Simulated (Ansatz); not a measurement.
## Pressure series in NaMgF3

The parent structure is NaMgF$_{3}$ in the cubic perovskite structure (space group Pm-3m, No. 221; a = 3.887 Å; a cell from a computed database, its experimental status unchecked).

Cell and atoms are relaxed at each pressure.

Level of theory: Ansatz (a first-principles code), r2SCAN, PAW, cutoff 500 eV, no SOC.

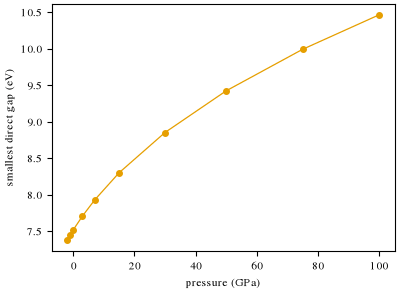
Figure. Smallest direct gap against pressure

```csv
pressure (GPa),smallest direct gap
-2,7.38 eV
-1,7.45 eV
3,7.71 eV
7,7.93 eV
15,8.30 eV
30,8.85 eV
50,9.42 eV
75,9.99 eV
100,10.46 eV
```

Load acts through the strain it causes; cell and atoms are relaxed under it. Stability against distortions was not tested. Competing high-pressure phases were not computed. Many cubic perovskites are stable only at high temperature; tilts and polar distortions were not tested.
